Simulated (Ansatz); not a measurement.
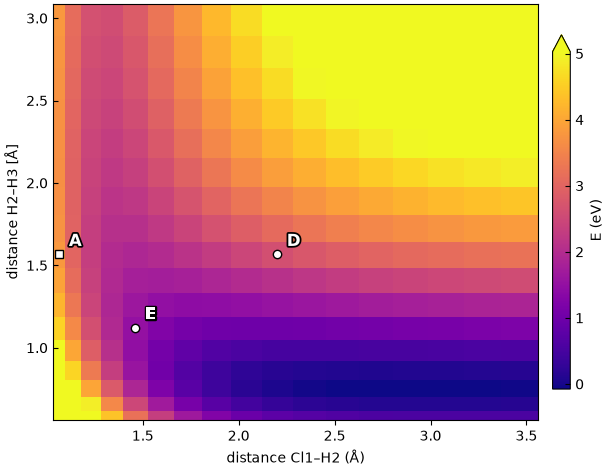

The system Cl⁻ + H₂. Coordinates scanned: (1) distance Cl1–H2; (2) distance H2–H3. Nothing is relaxed (the angle Cl1–H2–H3 is fixed at 140 degrees). The scan uses a 17 × 17 grid. Energies are in eV, from Cl with charge -1 far from the relaxed HH (each part in its own basis). The reference is spin-restricted, so regions where a bond is pulled apart into radicals lie too high. All numbers below come from RKS CAM-B3LYP-D4/aug-cc-pVTZ in Ansatz.

Drawn: one coloured cell a grid point, one colour for all values above the top of the scale, lettered points.

**Is A the lowest point of the computed grid?**

No. A lies 3.88 eV above the lowest grid point, which is at distance Cl1–H2 = 2.896 Å, distance H2–H3 = 0.753 Å.

**Rank the lettered points by energy, lowest first.**

E (1.51 eV), D (2.62 eV), A (3.80 eV).
